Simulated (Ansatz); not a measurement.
# KCr3: relaxing a made-up structure, part 2 of 2

Starting from a made-up structure for KCr3, the aim is the relaxed cell, its shortest contacts and, where a second run follows, its electronic structure.

Ansatz 0.2.0; DFT, PBE, plane-wave PAW, files of the set soft_1, scalar-relativistic, ferromagnetic start, cell and ions relaxed at zero pressure; PAW set soft_1 (the session's first sound run).

So far: The starting structure; Relaxing cell and atoms. The relaxed cell has a = 7.302, c = 5.002 Å (conventional setting).

In doubt: warnings of the run leave room for a lower electronic state, so energies may not be the lowest and differences between runs may mislead.

## (3) Bands of the relaxed cell

With the geometry fixed, one more self-consistent run, with a narrower smearing and the mesh shown in its input, gives the bands, and its pressure, and its forces where symmetry allows any, show how far the geometry depends on these settings.

This step: DFT, PBE, plane-wave PAW, files of the set soft_1, scalar-relativistic, ferromagnetic start, bands and density of states at the relaxed cell; PAW set soft_1 (Ansatz 0.2.0).

File input.yaml:

```yaml
crystal:
  lattice:
    - [7.3018855895, 0.0, 0.0]
    - [-3.6509427947, 6.323618416, 0.0]
    - [0.0, 0.0, 5.001817559]
  atoms:
    - { symbol: Cr, position: [0.2645698656, 0.1322849328, 0.75], spin: 4.0 }
    - { symbol: Cr, position: [0.8677150672, 0.1322849328, 0.75], spin: 4.0 }
    - { symbol: Cr, position: [0.8677150672, 0.7354301344, 0.75], spin: 4.0 }
    - { symbol: Cr, position: [0.7354301344, 0.8677150672, 0.25], spin: 4.0 }
    - { symbol: Cr, position: [0.1322849328, 0.8677150672, 0.25], spin: 4.0 }
    - { symbol: Cr, position: [0.1322849328, 0.2645698656, 0.25], spin: 4.0 }
    - { symbol: K, position: [0.6666666667, 0.3333333333, 0.25] }
    - { symbol: K, position: [0.3333333333, 0.6666666667, 0.75] }
magnetization:
  spin_polarized: true
kpoints:
  mp_grid: { grid: [6, 6, 6] }
  band_path:
    path:
      - [[0.0, 0.0, 0.0], [0.5, 0.0, 0.0], [0.33333333, 0.33333333, 0.0], [0.0, 0.0, 0.0], [0.0, 0.0, 0.5], [0.5, 0.0, 0.5], [0.33333333, 0.33333333, 0.5], [0.0, 0.0, 0.5]]
      - [[0.5, 0.0, 0.5], [0.5, 0.0, 0.0]]
      - [[0.33333333, 0.33333333, 0.0], [0.33333333, 0.33333333, 0.5]]
    npoints: 8
scf:
  occupations: { method: fermi_dirac, width: 0.03 }
  n_extra_bands: 24
hamiltonian:
  xc: pbe
  pseudopotentials: { kind: paw, azcp: { folder: soft_1 } }
output:
  forces: true
  stress: true
  write_bands: true
  dos: { projected: true }
  write_density: true
  write_potential: true
  elf: true
  volumetric_format: npy
```

Started as:

```
$ ansatz run input.yaml --threads 4 --pin off --max-ram 10240MiB --backend cpu --events-out ev --progress --plain --runs-dir out
```

Numbers of over 12 decimals in the logs are rounded to 6 here.

The program printed:

```text
Warning: the band count 75 (scf.n_extra_bands) hosts the net moment |M| = 24.0000 μB (N_el = 102) but caps the reachable moment at 2·n_bands − N_el = 48.0000 μB, below the 76 bands that the automatic rule leaves for it — a moment growing past the seed, or the majority channel's smearing tail, pins there with fewer empty majority states than that count leaves; raise or omit scf.n_extra_bands unless the cap is intended
[...]
Crystal: 8 atoms, lattice volume = 230.956 Å³
Basis set: ecut = 420 eV, 4529 PW (Γ), exchange–correlation on 100×100×72 points (8 copies of the dense FFT grid, shifted against one another)
Bands: 75, of which v1, the nominal top of the filled ones, is band 51 counted from 1 (50 counted from 0)
Symmetry: 24 space group operations
[...]
k-points: 28 of 216
[...]
Starting moments: Σ|m| = 24 μB on 6 of 8 sites
[...]
SCF iter   1: F=—  HF=-23329.057793 eV  |F-HF|=—  |Δ(HF+E_count)|=         —  Δρ=6.49e-2 (↑6.49e-2 ↓3.28e-2)  dr2=2.46e1  dr2_m=6.52e-1  M=23.329 μB ∫|m|=23.336 μB  β_m=0.30  ethr=3.10e-3  ⟨swp⟩=7.2  Hψ=16120  notcnv=0  defer=1
[...]
SCF iter  12: F=-23328.550292 eV  HF=-23328.550292 eV  |F-HF|=2.71e-9  |Δ(HF+E_count)|=   6.74e-8  Δρ=2.56e-6 (↑2.56e-6 ↓1.10e-6)  dr2=2.67e-8  dr2_m=3.48e-9  M=27.844 μB ∫|m|=27.862 μB  ethr=9.80e-11  ⟨swp⟩=12.8  Hψ=24120  notcnv=0
SCF 1 converged in 12 iterations: F = -23328.550292 eV  dr2 = 2.67e-8
[...]
NSCF: frozen V_eff on 75 k-points
SCF converged after 12 iterations
Magnetization: 27.8442 μB (64.9221 up, 37.0779 down)
Absolute magnetization: 27.8624 μB (∫|ρ↑−ρ↓|, with the PAW one-centre terms)
[...]
Per-site moments (μB) at R_I (Å): [(3.982191, 1.195338), (3.982191, 1.195338), (3.982191, 1.195338), (3.982191, 1.195338), (3.982191, 1.195338), (3.982191, 1.195338), (0.103310, 1.471180), (0.103310, 1.471180)]
Free energy (F): -23328.550292 eV
[...]
Internal energy: -23328.519471 eV  (E = F + TS)
E sigma→0 (E₀):  -23328.534881 eV
Entropy (-TS):   -0.030821 eV (-3.853 meV/atom)
Fermi energy:    6.431375 eV
[...]
--- Forces (eV/Å), atoms counted from 1 ---
  atom   1  Cr     0.01211389     0.00699396     0.00000000
  atom   2  Cr    -0.01211389     0.00699396    -0.00000000
  atom   3  Cr    -0.00000000    -0.01398792     0.00000000
  atom   4  Cr    -0.01211389    -0.00699396     0.00000000
  atom   5  Cr     0.01211389    -0.00699396     0.00000000
  atom   6  Cr     0.00000000     0.01398792    -0.00000000
  atom   7  K     -0.00000000     0.00000000     0.00000000
  atom   8  K      0.00000000     0.00000000    -0.00000000
  max |Σ_I F_I| component: 1.27e-17 eV/Å
--- Stress (GPa, compression-positive) ---
        0.112750       0.000000       0.000000
        0.000000       0.112750       0.000000
        0.000000       0.000000      -0.327211
  P = ⅓ Tr σ = -0.0339 GPa (-0.339 kbar)
--- Band table (eV; the first three rows and the last of 56) ---
  k-point 0 ↑: bands = [... 47 lower, 5.1918, 5.1918, 5.2968, 5.2968, 5.5765, 5.5765, 5.6936, 5.7612, ... 20 higher]
  k-point 1 ↑: bands = [... 47 lower, 5.2901, 5.2901, 5.4344, 5.4344, 5.5690, 5.5690, 5.7157, 5.7157, ... 20 higher]
  k-point 2 ↑: bands = [... 47 lower, 5.2964, 5.2964, 5.3258, 5.3258, 5.6363, 5.7899, 5.7899, 5.7909, ... 20 higher]
  k-point 27 ↓: bands = [... 47 lower, 7.9197, 7.9420, 7.9420, 8.0482, 8.0482, 8.5411, 8.5411, 9.1712, ... 20 higher]
```

Wall time 27 s (4 threads of Intel Xeon Platinum 8488C (Sapphire Rapids), shared host); peak memory 1.5 GiB; 1.7 min of CPU time.

Numbers from this step:

```
free energy             : -23328.5503 eV
energy at zero smearing : -23328.5349 eV
smearing term TS        : 0.03082 eV
Fermi energy            : 6.431 eV
magnetization           : 27.84 μB
absolute magnetization  : 27.86 μB
site moments            : 3.982, 3.982, 3.982, 3.982, 3.982, 3.982, 0.1033, 0.1033 μB
pressure                : -0.03390 GPa
```

From bands.tsv, the bands that come nearest the Fermi level along the path, at its corners, in eV from the Fermi level:

| point | band_63_up | band_64_up | band_65_up | band_66_up | band_36_dn | band_37_dn | band_38_dn | band_39_dn |
| --- | --- | --- | --- | --- | --- | --- | --- | --- |
| Γ | 0.12 | 0.12 | 0.17 | 0.42 | -0.30 | -0.02 | 0.57 | 0.57 |
| M | -0.26 | -0.06 | 0.17 | 0.98 | -0.30 | 0.26 | 0.51 | 0.68 |
| K | -0.31 | 0.17 | 0.83 | 0.83 | 0.30 | 0.31 | 0.31 | 0.37 |
| Γ | 0.12 | 0.12 | 0.17 | 0.42 | -0.30 | -0.02 | 0.57 | 0.57 |
| A | -0.23 | 0.56 | 0.56 | 0.56 | -0.31 | -0.31 | -0.13 | -0.13 |
| L | -0.12 | -0.11 | -0.11 | 0.38 | -0.27 | -0.27 | 0.25 | 0.25 |
| H | -0.31 | -0.09 | -0.09 | 0.21 | -0.68 | -0.68 | 0.63 | 0.63 |
| A | -0.23 | 0.56 | 0.56 | 0.56 | -0.31 | -0.31 | -0.13 | -0.13 |
| L | -0.12 | -0.11 | -0.11 | 0.38 | -0.27 | -0.27 | 0.25 | 0.25 |
| M | -0.26 | -0.06 | 0.17 | 0.98 | -0.30 | 0.26 | 0.51 | 0.68 |
| K | -0.31 | 0.17 | 0.83 | 0.83 | 0.30 | 0.31 | 0.31 | 0.37 |
| H | -0.31 | -0.09 | -0.09 | 0.21 | -0.68 | -0.68 | 0.63 | 0.63 |

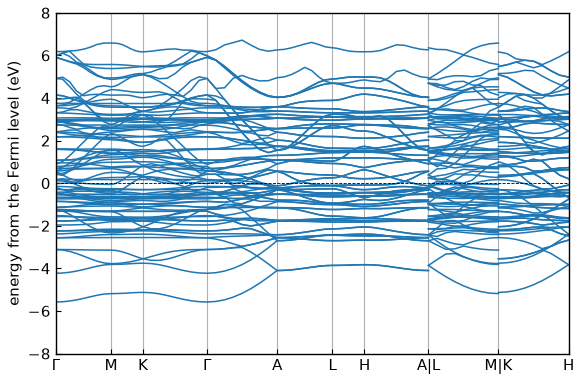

Bands along the path. 64 bands lie wholly below the window drawn.

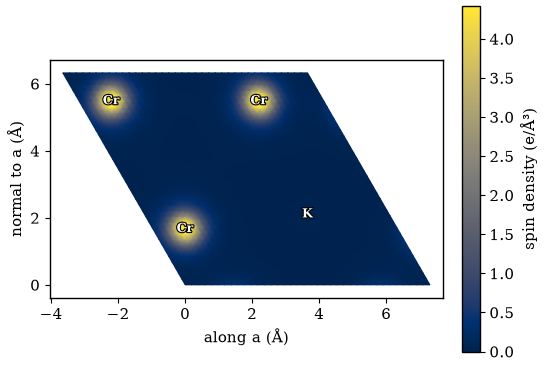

Spin density in the ab plane at fractional z = 0.250, with atoms of Cr and K within 0.2 Å of it.

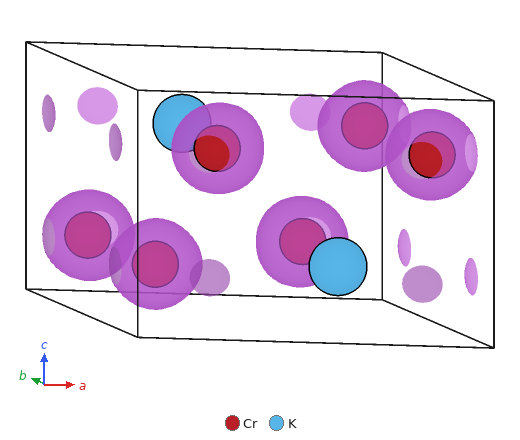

Surface of spin density = 0.24 e/Å³, which holds about 70 % of the integral of its size.

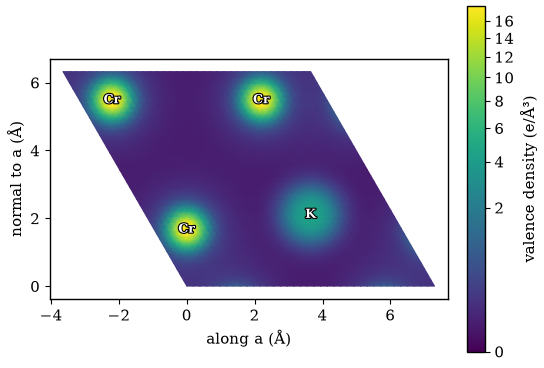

Valence density in the ab plane at fractional z = 0.250, with atoms of Cr and K within 0.2 Å of it. It is the smooth field of the valence electrons, not physical close to the nuclei. The colour scale is stretched toward low values.

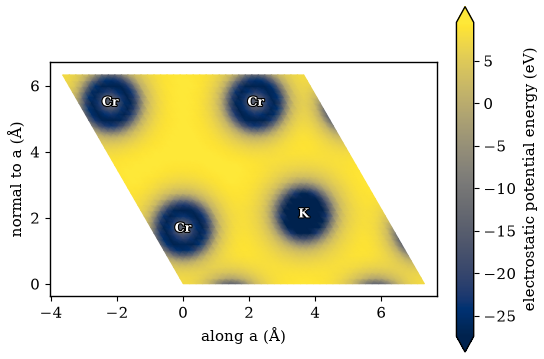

Electrostatic potential energy in the ab plane at fractional z = 0.250, with atoms of Cr and K within 0.2 Å of it. With pseudopotentials it is smooth inside the atoms' cores, unlike the true potential.

## (4) Summary of results

```yaml
space_group_relaxed: P6_3/mmc
conventional_cell: a = 7.302, b = 7.302, c = 5.002 Å; α = 90.0°, β = 90.0°, γ = 120.0°
volume_per_atom: 28.87 Å³ (guess 24.47)
total_moment: 27.91 μB in the cell of 8 atoms
```

What this shows: KCr3 relaxes to P6_3/mmc with a = 7.302, b = 7.302 and c = 5.002 Å. The guessed volume was 15 % too small. The space group P6_3/mmc was held in the relaxation, so the end point is a stationary structure within it and may be a saddle against distortions or other arrangements. The input starts from parallel moments, and no other start was typed. The electronic state may lie above the lowest one. Bands cross the Fermi level, so it is a metal or semimetal at this level. On the 6×6×6 mesh with the narrower smearing (relaxed on 5×5×5) the largest force component is 0.014 eV/Å and the largest stress component is 0.327 GPa, against the relaxation's thresholds of 0.015 eV/Å and 0.05 GPa. The cutoff wasn't tested. A vector of the cell changed its length by 13 %, more than the volume shows. No dispersion term is used, so weakly bound directions may come out too long. The program estimates, without running it, that another magnetic order lies lower than the one relaxed here. Nothing here tests whether the compound is stable against decomposition.

[Logs are printed without paths, hosts, clocks, repeated set-up lines and the standing remarks that a program may print on its own settings, such as how far it seeks lower states.]

[Hosts, paths, dates, database ids (printed as entryN), source tags and the programs' standing remarks are cut or masked in the printed files.]
